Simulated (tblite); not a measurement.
# B2GeH7O7Si: the cost of one run

Programs: tblite 0.8.0 and PySCF 2.14.0. All values are calculated, for the isolated system unless a continuum is named. Atoms count from 0, parts from 1.

## 1. Starting point

18 atoms, charge 0, multiplicity 2; geometry: distance geometry start.

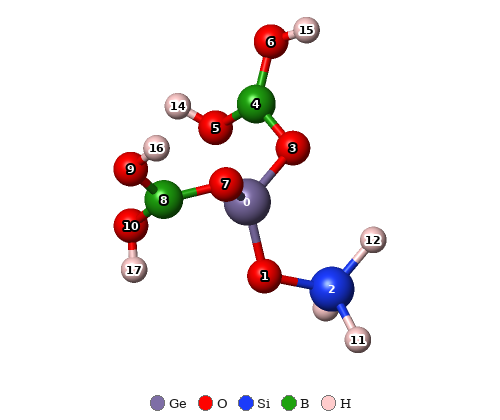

The starting geometry (germanium purple, oxygen red, silicon blue, boron green, hydrogen pink), atoms numbered.

## 2. Relaxing the cluster with GFN2-xTB

The job: settings as JSON, then the geometry in Å.

```
{"job": {"kind": "relax", "xc": "GFN2-xTB", "basis": "xTB"}, "charge": 0, "multiplicity": 2}
Ge     0.073443    -0.341577    -0.002697
O      0.742932    -1.537300    -1.079162
Si     2.434846    -1.568542    -1.193896
O      1.182371     0.969686     0.515962
B      0.549829     2.268652     0.333437
O      0.140016     2.569491    -1.038109
O      0.717794     3.380940     1.246117
O     -1.021772    -0.940607     1.229519
B     -2.361059    -1.150339     0.674223
O     -3.506927    -1.108034     1.534233
O     -2.565064    -0.861397    -0.734815
H      2.833685    -3.000446    -1.132848
H      3.107616    -0.906200    -0.080766
H      2.882268    -1.052640    -2.500330
H     -0.716963     3.042494    -1.024344
H      1.239180     3.182303     2.046156
H     -3.286548    -1.230721     2.525237
H     -2.364407    -1.627149    -1.335011
```

Method: GFN2-xTB geometry optimisation, gas phase.

Launch:

```bash
$ OMP_NUM_THREADS=1 python cluster_run.py task.json out
```

The driver reads the jobs from task.json and runs them one after another.

Q: Estimate the wall time of this first job on 1 thread of Arm Neoverse N1, shared host.

About 23 s.
